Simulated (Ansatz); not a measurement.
SiH₄···H₂O

Input file:

```
crystal:
  periodic: [false, false, false]
  atoms:
    - { symbol: Si, position_ang: [-0.489, 0.4974, -0.3811] }
    - { symbol: O, position_ang: [0.6955, -1.0715, 0.2387] }
    - { symbol: H, position_ang: [-0.8691, -0.2377, -1.6001] }
    - { symbol: H, position_ang: [-1.7266, 0.6338, 0.372] }
    - { symbol: H, position_ang: [0.2149, 1.6743, -0.873] }
    - { symbol: H, position_ang: [0.8804, -0.2219, 1.185] }
    - { symbol: H, position_ang: [0.4638, 0.663, 1.2283] }
    - { symbol: H, position_ang: [0.8302, -1.9373, -0.1699] }
basis:
  gaussian: { orbitals: def2-TZVP }
hamiltonian:
  xc: pbe
  dispersion: d4
relax:
  f_tol: 0.15
  max_steps: 25
  restrain:
    - { distance: [0, 6], at: 1.42, k: 30.0 }
    - { distance: [5, 1], at: 0.97, k: 30.0 }
    - { distance: [0, 1], at: 3.07, k: 30.0 }
    - { distance: [5, 6], at: 1.92, k: 30.0 }
output:
  orbitals: {}
```

Command:

```sh
ansatz run input.yaml --threads 2 --pin off --max-ram 3072MiB --backend cpu --events-out ev --progress --plain --runs-dir out
```

The fields are those of the run's last geometry, not of the input's.

Not at a stationary point (largest force 0.9 eV/Å).

These are results of RKS PBE-D4/def2-TZVP in Ansatz, not measurements.

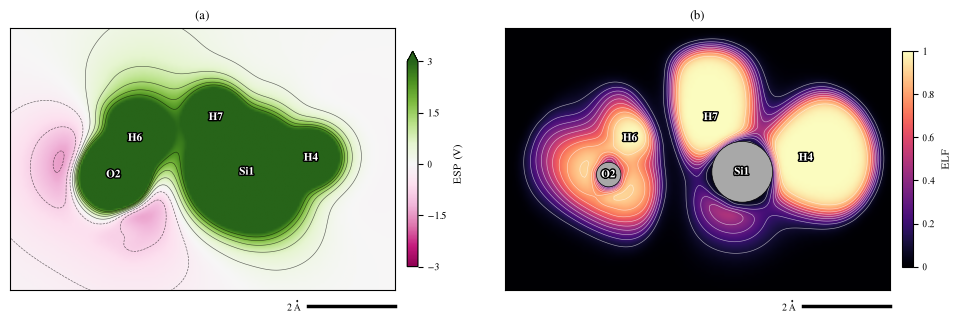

Figure 1. (a) electrostatic potential; (b) electron localisation function on the plane of atoms H4, Si1 and H7. Grey discs cover the atomic cores in the ELF map.

### Read the bonding off the picture.

- The plane passes through Si, O and H nuclei.
- Si1···H6 (2.70 Å): the ELF dips to about 0.05 between them.
- O–H (0.97 Å): the ELF climbs to about 1 towards the hydrogen, as it does in any bond to H; a covalent bond by its length.
- Si–H (1.45 Å): the ELF climbs to about 1 towards the hydrogen.
- The ELF also peaks beside O2, away from the bonds: lone-pair regions.
- Outside the dense part of the complex the potential is most negative (−1.4 V) near O2.

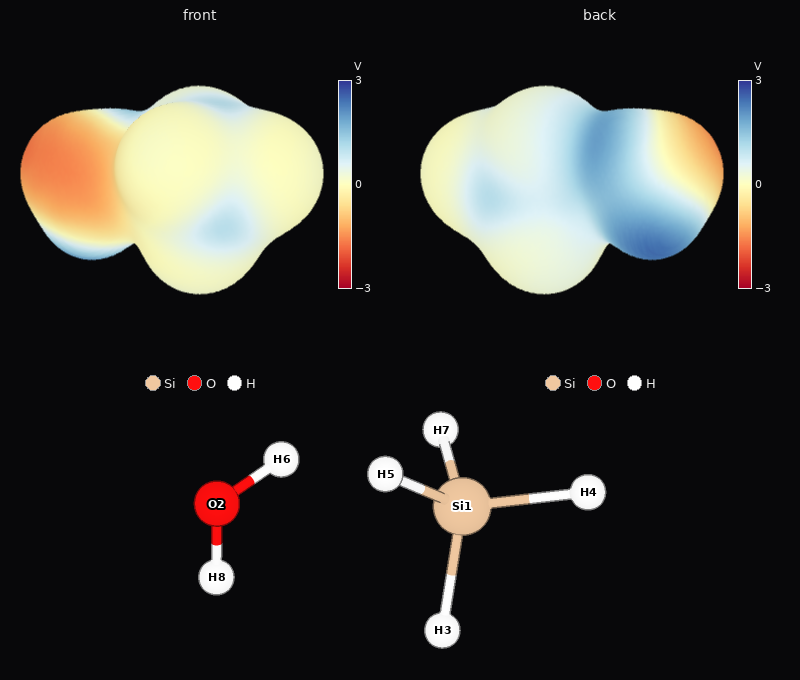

Figure 2. The molecular electrostatic potential painted on the density surface at 0.002 e/bohr³, seen from the front and from behind; the colour scale runs from red (negative) to blue (positive). The bare structure is drawn below in the same view.

### Describe the electrostatic potential map.

The most negative region (about −1.6 V) lies over O2, the most positive (about +2.4 V) over H8. O2 is the likeliest acceptor of a hydrogen bond.

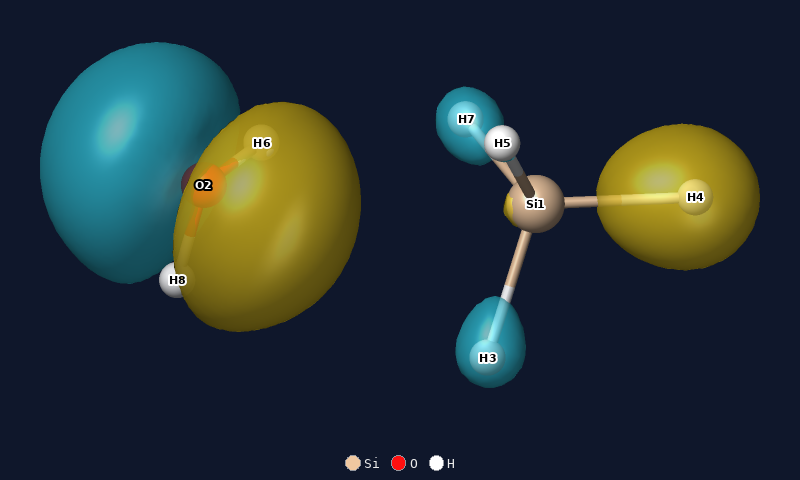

Figure 3. The HOMO at ±0.1 Å⁻³ᐟ² (yellow and cyan are the two phases), seen at a tilt.

### What is the character of this orbital?

It lies mainly on O2 (about 80 %); largely a lone pair of O2. Its energy is −7.12 eV.
